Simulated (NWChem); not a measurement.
# singlet [GaH2O2]−: levels of theory compared

Aim: a comparison of 6 runs (HF/def2-SVPD, PBE0/def2-SVPD, B3LYP/def2-SVPD, PBE/def2-SVPD, MP2/def2-SVPD, CCSD(T)/def2-SVPD) of singlet [GaH2O2]−. 

The results are computed with NWChem 7.3.0.

2 further runs of the same task are left out: 1 that didn't finish, 1 set aside as unsound or not needed. Runs told in other sessions of the task aren't counted.

**1. The structure to begin with**

[GaH2O2]− has 5 atoms, charge -1, and is taken as a singlet. SMILES of the parent species: `[OH][Ga][OH]`. Geometry: relaxed at PBE0-D4/def2-TZVP. This is one conformer, not always the lowest. That shape belongs to the parent species and isn't relaxed for this state.

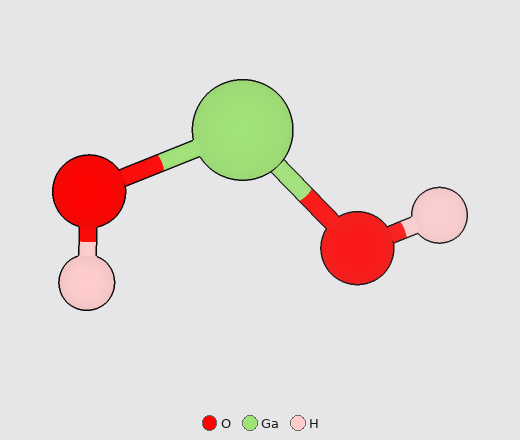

The structure, seen from a chosen angle (oxygen red, gallium green, hydrogen pink).

**2. A single-point energy at HF/def2-SVPD (run 1)**

The input, gah2o2.nw:

```
START gah2o2
memory 2200 mb
charge -1
GEOMETRY noautosym nocenter noautoz
  O    -0.370600    0.021600   -1.274400
  Ga   -0.311700   -0.753800    0.353600
  O     0.618200    0.154900    1.591100
  H    -0.867400   -0.464600   -1.936500
  H     0.981500    0.968200    1.224700
END
BASIS spherical bse
  * library def2-SVPD
END
SCF
  thresh 1e-08
  maxiter 80
END
TASK scf energy
```

On the command line:

```bash
$ nwchem gah2o2.nw > gah2o2.out
```

Log:

```text
[...]
  functions       =   100
[...]
  wavefunction    = RHF
[...]
         Total SCF energy =  -2073.837288808394
      One-electron energy =  -3268.355084495181
      Two-electron energy =   1012.086490356960
 Nuclear repulsion energy =    182.431305329826
        Time for solution =     45.8s
[...]
```

It took 47 s on 1 thread of Intel Xeon Platinum 8259CL at 2.50GHz (Skylake/Cascade Lake), shared host; peak memory 0.1 GiB.

**3. The energy at PBE0/def2-SVPD (run 2)**

The input, mol.nw:

```
start mol
memory stack 880 mb heap 220 mb global 1100 mb
charge -1

geometry units angstroms noautosym nocenter noautoz
 O     -0.370600     0.021600    -1.274400
 Ga    -0.311700    -0.753800     0.353600
 O      0.618200     0.154900     1.591100
 H     -0.867400    -0.464600    -1.936500
 H      0.981500     0.968200     1.224700
end

basis spherical bse
 O library def2-SVPD
 Ga library def2-SVPD
 H library def2-SVPD
end

dft
 xc pbe0
 grid fine
 convergence energy 1e-08
 iterations 100
 mulliken
 print low
end

task dft
```

On the command line:

```bash
$ nwchem mol.nw > mol.out
```

Log:

```text
[...]
 d= 0,ls=0.0,diis     1  -2075.3119472579 -2.26D+03  5.67D-02  9.99D+00     3.5
[...]
 d= 0,ls=0.0,diis    10  -2075.8243026510 -3.77D-09  2.02D-06  8.57D-09    32.3
         Total DFT energy =    -2075.824302651001
      One electron energy =    -3267.450301304725
           Coulomb energy =     1101.988772169052
    Exchange-Corr. energy =      -92.794078845154
 Nuclear repulsion energy =      182.431305329826
[...]
      Total Density - Mulliken Population Analysis
     ---------------------------------------------
    Atom       Charge   Shell Charges
 -----------   ------   -------------------------------------------------------
    1 O    8     8.71   1.99  1.08  0.67  0.07  2.84  1.80  0.26  0.01 -0.00
    2 Ga  31    30.99   2.00  2.00  1.99  1.15  0.29  0.72  6.00  5.98  0.66  0.13  8.06  1.84  0.20 -0.03
    3 O    8     8.59   1.99  1.09  0.68 -0.05  2.82  1.80  0.24  0.01  0.00
    4 H    1     0.85   0.72  0.05  0.07  0.02
    5 H    1     0.86   0.71  0.06  0.07  0.02
[...]
```

It took 33 s on 1 thread of Intel Xeon Platinum 8259CL at 2.50GHz (Skylake/Cascade Lake), shared host; peak memory 0.12 GiB.

Run 3 isn't shown in full; the table further down has it.

**4. A single-point energy at PBE/def2-SVPD (run 4)**

The input, run.py:

```python
from ase import Atoms
from ase.calculators.nwchem import NWChem

atoms = Atoms(['O', 'Ga', 'O', 'H', 'H'], positions=[
    [-0.370600, 0.021600, -1.274400],
    [-0.311700, -0.753800, 0.353600],
    [0.618200, 0.154900, 1.591100],
    [-0.867400, -0.464600, -1.936500],
    [0.981500, 0.968200, 1.224700],
])

calc = NWChem(
    label='calc',
    theory='dft',
    memory='2200 mb',
    basis='def2-SVPD',
    basispar='spherical bse',
    charge=-1,
    dft={'xc': 'xpbe96 cpbe96', 'mult': '1', 'grid': 'fine', 'convergence': 'energy 1e-08', 'iterations': '100', 'mulliken': None},
    task='energy',
)
atoms.calc = calc

e = atoms.get_potential_energy()
print(f"E = {e:.6f} eV")
print("dipole (e A):", atoms.get_dipole_moment().round(4))
```

On the command line:

```bash
$ export ASE_NWCHEM_COMMAND="nwchem PREFIX.nwi > PREFIX.nwo"
$ python run.py
```

Log:

```text
E = -56485.261225 eV
dipole (e A): [ 0.217   0.6918 -0.536 ]
```

The calculator wrote calc.nwi:

```
title "calc"

permanent_dir calc

scratch_dir calc

start calc

geometry units angstrom nocenter noautosym noautoz
  O  -3.7059999999999998e-01 2.1600000000000001e-02 -1.2744000000000000e+00
  Ga -3.1169999999999998e-01 -7.5380000000000003e-01 3.5360000000000003e-01
  O  6.1819999999999997e-01 1.5490000000000001e-01 1.5911000000000000e+00
  H  -8.6739999999999995e-01 -4.6460000000000001e-01 -1.9365000000000001e+00
  H  9.8150000000000004e-01 9.6819999999999995e-01 1.2246999999999999e+00
end

charge -1

memory 2200 mb

basis spherical bse noprint
   * library def2-SVPD
end

dft
  xc xpbe96 cpbe96
  mult 1
  grid fine
  convergence energy 1e-08
  iterations 100
  mulliken
end

task dft energy
```

calc.nwo (excerpt; [...] marks lines left out):

```text
[...]
      One electron energy =    -3266.547153638121
[... 1 line left out ...]
    Exchange-Corr. energy =      -92.694341919102
[... 6 lines left out ...]
                       DFT Final Molecular Orbital Analysis
[... 722 lines left out ...]
    Atom       Charge   Shell Charges
[...]
```

Wall time 36 s (1 thread of Intel Xeon Platinum 8259CL at 2.50GHz (Skylake/Cascade Lake), shared host); peak memory 0.11 GiB.

Run 5 isn't shown in full; the table further down has it.

**5. The energy at CCSD(T)/def2-SVPD (run 6)**

The input, calc.xyz:

```xyz
5
GaH2O2 ccsd(t)
O     -0.370600     0.021600    -1.274400
Ga    -0.311700    -0.753800     0.353600
O      0.618200     0.154900     1.591100
H     -0.867400    -0.464600    -1.936500
H      0.981500     0.968200     1.224700
```

The input, calc.nw:

```
start calc
title "GaH2O2 ccsd(t)"
memory 2200 mb
charge -1

geometry noautosym nocenter noautoz
 load format xyz calc.xyz
end

basis spherical bse
 O library def2-SVPD
 Ga library def2-SVPD
 H library def2-SVPD
end

scf
 nopen 0
 rhf
 thresh 1e-08
 maxiter 80
 print medium
end

ccsd
 freeze core 11
 maxiter 60
end

task ccsd(t) energy
```

On the command line:

```bash
$ nwchem calc.nw > calc.out
```

Log:

```text
[...]
  functions       =   100
[...]
  wavefunction    = RHF
[...]
         Total SCF energy =  -2073.837288808170
      One-electron energy =  -3268.355084495301
      Two-electron energy =   1012.086490357305
 Nuclear repulsion energy =    182.431305329826
        Time for solution =     45.3s
[...]
 Total MP2 energy:          -2074.470497692191202
[...]
             energy      energy      error      ampl     ampl      Block
                                                time     time      time
[...]
 Total CCSD energy:          -2074.468148089194528
[...]
 Total CCSD+T(CCSD) energy:          -2074.492697154862526
[...]
 Total CCSD(T) energy:               -2074.489652055428451
[...]
```

Run time: 8.6 min. Hardware: 1 thread of Intel Xeon Platinum 8259CL at 2.50GHz (Skylake/Cascade Lake), shared host; peak memory 0.36 GiB.

**6. The series**

| run | level | iteration cap | module | energy (Eh) | HOMO energy (eV) | LUMO energy (eV) | HOMO–LUMO gap (eV) | wall time |
| --- | --- | --- | --- | --- | --- | --- | --- | --- |
| 1 | HF/def2-SVPD | 80 | scf | -2073.837289 | -1.42 | 5.93 | 7.35 | 47 s |
| 2 | PBE0/def2-SVPD | 100 | dft | -2075.824303 | – | – | – | 33 s |
| 3 | B3LYP/def2-SVPD | 100 | dft | -2076.295100 | 0.29 | 4.13 | 3.84 | 32 s |
| 4 | PBE/def2-SVPD | 100 | dft | -2075.795080 | 0.96 | 3.78 | 2.82 | 36 s |
| 5 | MP2/def2-SVPD | 80 | mp2 | -2074.470498 | -1.42 | 5.93 | 7.35 | 60 s |
| 6 | CCSD(T)/def2-SVPD | 80 | ccsd(t) | -2074.489652 | -1.42 | 5.93 | 7.35 | 8.6 min |

**7. What came out**

| quantity | value |
| --- | --- |
| run 6: total energy | -2074.48965 Eh |
| run 6: HOMO energy (Hartree–Fock orbitals) | -1.42 eV |
| run 6: LUMO energy (Hartree–Fock orbitals) | 5.93 eV |
| run 6: HOMO–LUMO gap (to an unbound level, set by the basis) | 7.35 eV |
| run 6: correlation energy (11 core orbitals frozen) | -652.4 mEh |
| run 6: (T) correction | -21.50 mEh |

Below the HF energy at the same shape and in the same basis (def2-SVPD): MP2 -633.2 mEh; CCSD(T) -652.4 mEh. Over runs 1, 3, 4 the HOMO–LUMO gap runs from 2.82 eV (PBE/def2-SVPD) to 7.35 eV (HF/def2-SVPD). Exact exchange widens orbital gaps. The empty levels of an anion lie above zero and hang on the basis. Totals of different functionals can't be ranked against each other. In runs 3, 4 the HOMO lies above zero, from self-interaction, a short basis or an electron that isn't bound. All runs together took 12 min, the longest 8.6 min.
